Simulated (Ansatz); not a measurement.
One stationary structure of TePb. Method: r2SCAN (plane waves to 500 eV, PAW, scalar-relativistic; Ansatz, a program for electronic structure).

Fm-3m (No. 225), cF8, rock salt type; a = 6.536 Å, b = 6.536 Å, c = 6.536 Å, α = 90.00°, β = 90.00°, γ = 90.00°.

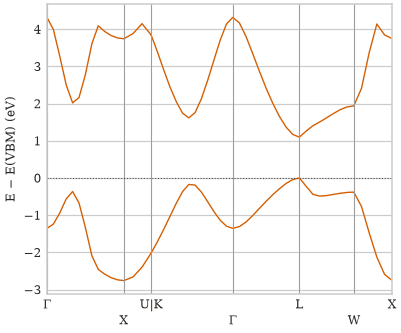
Figure: Highest filled and lowest empty band along the path of this cell's Brillouin zone

Task: Read off the gap and say whether it is direct.

Result: 1.10 eV, direct at L (no spin-orbit coupling).

Task: How far does the top valence band disperse along this path?

Result: About 2.8 eV.

No spin polarisation in the result. Spin-orbit coupling is missing; with elements this heavy it can move band edges by tenths of an eV or more.

Measured for TePb: gap 0.19 eV (0 K or low temperature; as listed in arXiv:2302.06325). Computed minus measured — gap: r2SCAN +0.91 eV. The computed values are for a static lattice, and a measured gap can be an optical one, lowered by exciton binding.

The run could not lose the symmetry of its start.
